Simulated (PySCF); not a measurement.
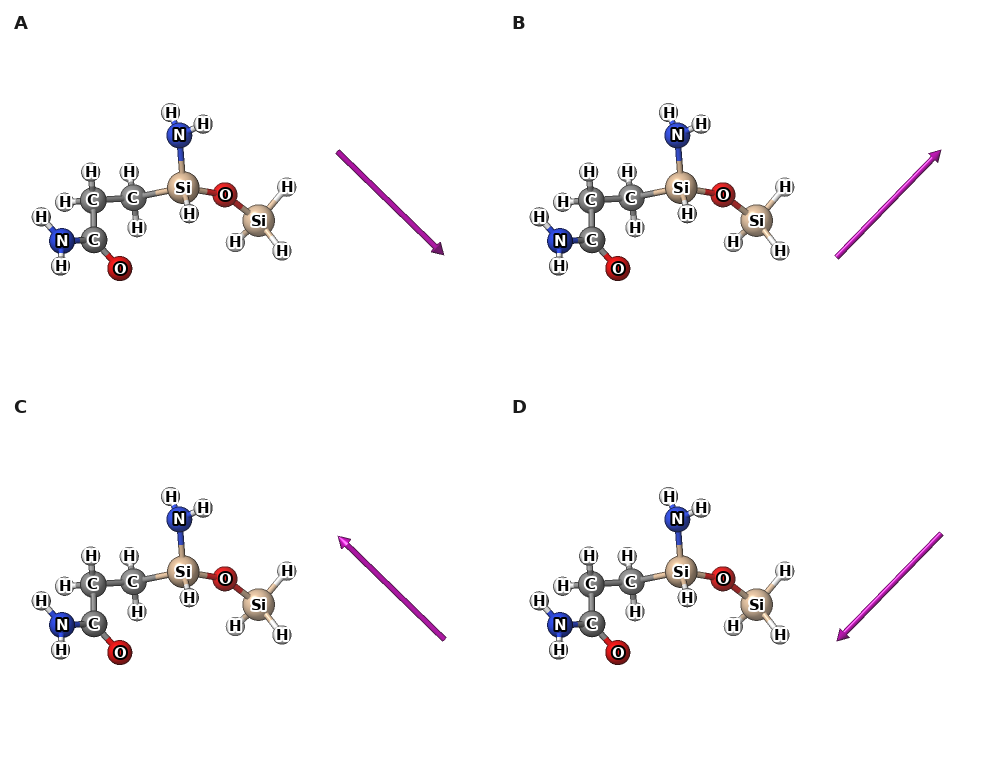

The same molecule four times, each with an arrow. The computed structure is the end point of a GFN2-xTB optimisation. No frequency run is at hand to confirm it as a minimum. Properties computed with PBE0/pcSseg-1, gas phase (PySCF 2.14.0).

Question: Which arrow points along the dipole moment, from the negative to the positive end?

Answer: C. The dipole moment is 3.67 D.

The geometry is semi-empirical. Around Si such bond lengths and angles can be off by a tenth of an ångström or more and by several degrees, and values that hang on the shape move with them.
